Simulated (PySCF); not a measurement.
# C2H2F4: a changed input and its effect

System: C2H2F4, SMILES FCC(F)(F)F.
Method of the first run: GIAO KT2/pcSseg-1 NMR shielding, non-relativistic, gas phase (PySCF 2.14.0).

The geometry comes from this level: GFN2-xTB. Text and figures count atoms from 1; the logs count them from 0 in places.

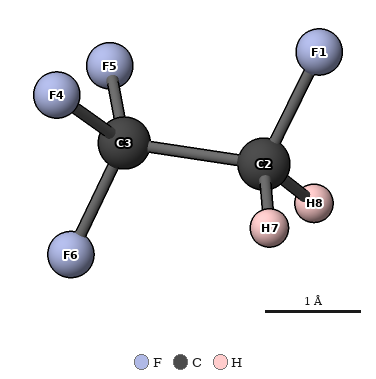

Fig. 1: The structure as given in the input (ball-and-stick view, seen at a tilt; atoms are numbered from 1 in the order of the input). Bond lengths as drawn: C–C 1.53 Å, C–F 1.33 to 1.36 Å and C–H 1.10 Å.

## Input file, the first run
```
{"job": {"kind": "nmr", "xc": "KT2", "basis": "pcSseg-1", "pop": false}, "charge": 0, "multiplicity": 1}
F     -1.296532    -1.211393    -0.056272
C     -0.790196     0.047631    -0.109358
C      0.729173     0.013169     0.072015
F      1.095296    -0.497590     1.247630
F      1.344722    -0.687835    -0.880136
F      1.214618     1.263518     0.016995
H     -1.235376     0.634966     0.700549
H     -1.025477     0.475183    -1.089685
```

The first line tells a small driver script what to run in PySCF; the rest is the geometry in Å.

Command:
```bash
OMP_NUM_THREADS=1 python <driver script> task.json out
```

Hardware: 1 CPU thread, shared host.

## Output (the first run)
```
coarse grid: 7760 points
cycle   1  E = -482.8184729673  dE =  9.253e-01  |g| = 1.187e+00  |ddm| = 2.326e+00
cycle   2  E = -482.2392605267  dE =  5.792e-01  |g| = 2.284e+00  |ddm| = 1.764e+00
cycle   3  E = -483.0264334963  dE = -7.872e-01  |g| = 1.176e-01  |ddm| = 1.254e+00
cycle   4  E = -483.0282336221  dE = -1.800e-03  |g| = 8.148e-02  |ddm| = 1.243e-01
cycle   5  E = -483.0293362960  dE = -1.103e-03  |g| = 2.264e-02  |ddm| = 4.965e-02
cycle   6  E = -483.0294189455  dE = -8.265e-05  |g| = 5.043e-03  |ddm| = 1.573e-02
cycle   7  E = -483.0294231742  dE = -4.229e-06  |g| = 1.506e-03  |ddm| = 3.901e-03
final grid: 79576 points
cycle   8  E = -483.2031696749  dE = -7.953e-05  |g| = 4.773e-02  |ddm| = 4.443e-02
cycle   9  E = -483.2023956600  dE =  7.740e-04  |g| = 8.552e-02  |ddm| = 6.246e-02
cycle  10  E = -483.2034978900  dE = -1.102e-03  |g| = 2.831e-03  |ddm| = 4.166e-02
cycle  11  E = -483.2034992678  dE = -1.378e-06  |g| = 7.215e-04  |ddm| = 2.026e-03
cycle  12  E = -483.2034993394  dE = -7.161e-08  |g| = 2.004e-04  |ddm| = 4.585e-04
cycle  13  E = -483.2034993458  dE = -6.374e-09  |g| = 5.250e-05  |ddm| = 1.625e-04
cycle  14  E = -483.2034993462  dE = -3.859e-10  |g| = 2.005e-05  |ddm| = 3.767e-05
converged SCF energy = -483.2034993462

GIAO shielding tensors (ppm)
atom      isotropic    diamagn.    paramagn.     s11        s22        s33       span
  0 F      426.810     470.661     -43.851    407.482    409.520    463.429     55.948
  1 C      102.003     244.097    -142.094     79.008     82.721    144.279     65.272
  2 C       54.121     241.904    -187.783     48.124     52.696     61.545     13.421
  3 F      249.192     473.989    -224.797    168.367    247.306    331.904    163.537
  4 F      249.192     473.930    -224.738    168.362    247.327    331.888    163.526
  5 F      249.779     474.393    -224.614    167.829    249.958    331.551    163.722
  6 H       26.707      27.872      -1.164     23.124     27.040     29.959      6.835
  7 H       26.706      27.842      -1.136     23.122     27.039     29.958      6.836
```

The input of the second run differs as follows (lines with − go, lines with + come):
```diff
-F     -1.296532    -1.211393    -0.056272
-C     -0.790196     0.047631    -0.109358
-C      0.729173     0.013169     0.072015
-F      1.095296    -0.497590     1.247630
-F      1.344722    -0.687835    -0.880136
-F      1.214618     1.263518     0.016995
-H     -1.235376     0.634966     0.700549
-H     -1.025477     0.475183    -1.089685
+F     -1.049227    -3.828945     0.518589
+C     -2.082042    -3.001292     0.276695
+C     -1.886431    -2.478953    -1.147308
+F     -0.648533    -2.121599    -1.428977
+F     -2.235451    -3.361363    -2.119298
+F     -2.539994    -1.303946    -1.428127
+H     -2.152078    -2.122889     0.985396
+H     -2.930253    -3.635138     0.262652
```

What does this change do to the results?

With the same method and basis, the second run lies 7.3 kcal/mol higher. The HOMO goes from −8.74 to −8.91 eV. The LUMO goes from 0.29 to −0.04 eV. The dipole moment goes from 1.90 to 2.25 D. Of all shieldings, the largest change is that of F6, by −27.3 ppm. The number of SCF iterations is the same.

## Output (the second run)
```
coarse grid: 7760 points
cycle   1  E = -482.7929305502  dE =  9.210e-01  |g| = 1.208e+00  |ddm| = 2.316e+00
cycle   2  E = -482.1415513343  dE =  6.514e-01  |g| = 2.388e+00  |ddm| = 1.834e+00
cycle   3  E = -483.0111620563  dE = -8.696e-01  |g| = 1.095e-01  |ddm| = 1.307e+00
cycle   4  E = -483.0129213124  dE = -1.759e-03  |g| = 6.881e-02  |ddm| = 1.183e-01
cycle   5  E = -483.0138070412  dE = -8.857e-04  |g| = 2.074e-02  |ddm| = 4.452e-02
cycle   6  E = -483.0138737695  dE = -6.673e-05  |g| = 5.066e-03  |ddm| = 1.311e-02
cycle   7  E = -483.0138777982  dE = -4.029e-06  |g| = 1.270e-03  |ddm| = 3.745e-03
final grid: 79576 points
cycle   8  E = -483.1915897310  dE = -1.197e-04  |g| = 4.667e-02  |ddm| = 4.453e-02
cycle   9  E = -483.1908064829  dE =  7.832e-04  |g| = 8.492e-02  |ddm| = 6.232e-02
cycle  10  E = -483.1919058925  dE = -1.099e-03  |g| = 2.340e-03  |ddm| = 4.183e-02
cycle  11  E = -483.1919068876  dE = -9.951e-07  |g| = 6.769e-04  |ddm| = 1.743e-03
cycle  12  E = -483.1919069472  dE = -5.966e-08  |g| = 2.340e-04  |ddm| = 4.508e-04
cycle  13  E = -483.1919069558  dE = -8.524e-09  |g| = 4.546e-05  |ddm| = 1.656e-04
cycle  14  E = -483.1919069560  dE = -2.821e-10  |g| = 2.120e-05  |ddm| = 3.575e-05
converged SCF energy = -483.1919069560

GIAO shielding tensors (ppm)
atom      isotropic    diamagn.    paramagn.     s11        s22        s33       span
  0 F      427.648     471.275     -43.627    390.245    419.661    473.038     82.793
  1 C      102.506     240.642    -138.136     78.928     87.684    140.905     61.977
  2 C       49.944     242.943    -192.999     45.591     49.104     55.138      9.547
  3 F      241.376     482.335    -240.959    163.614    247.599    312.914    149.300
  4 F      226.468     468.180    -241.712    144.361    201.173    333.870    189.509
  5 F      222.525     479.424    -256.898    125.759    200.451    341.367    215.608
  6 H       26.016      28.667      -2.651     22.305     26.236     29.506      7.201
  7 H       26.997      23.650       3.347     23.666     26.839     30.486      6.820
```

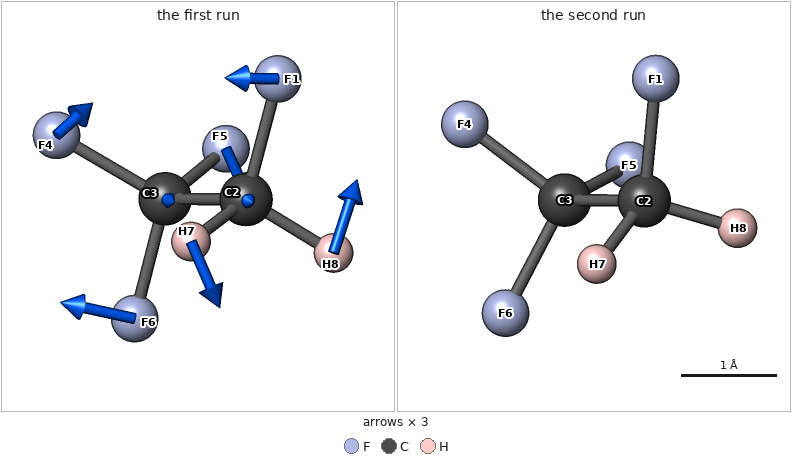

Fig. 2: The two input geometries at one scale (ball-and-stick view, seen at a tilt). The blue arrows on the first give the shifts of the atoms after the best rigid fit, magnified 3 times. The largest moves after the best rigid fit, 0.28 Å, are those of F6 and H8. By element the largest moves are F 0.28 Å, H 0.28 Å, C 0.05 Å. Among the contacts that change: C2–H8 1.095 → 1.059 Å, C2–H7 1.095 → 1.131 Å, C3–F6 1.342 → 1.374 Å, C3–F5 1.333 → 1.358 Å.

## The two runs side by side

| quantity | the first run | the second run |
| --- | --- | --- |
| outcome | converged | converged |
| total energy (hartree) | −483.203499 | −483.191907 |
| HOMO (eV) | −8.74 | −8.91 |
| LUMO (eV) | 0.29 | −0.04 |
| dipole moment (D) | 1.90 | 2.25 |
| shielding of F1 (ppm) | 426.8 | 427.6 |
| shielding of C2 (ppm) | 102.0 | 102.5 |
| shielding of C3 (ppm) | 54.1 | 49.9 |
| shielding of F4 (ppm) | 249.2 | 241.4 |
| shielding of F5 (ppm) | 249.2 | 226.5 |
| shielding of F6 (ppm) | 249.8 | 222.5 |
| shielding of H7 (ppm) | 26.7 | 26.0 |
| SCF iterations | 14 | 14 |
| basis functions | 112 | 112 |
| wall time (shared host) | 8.9 s | 8.8 s |
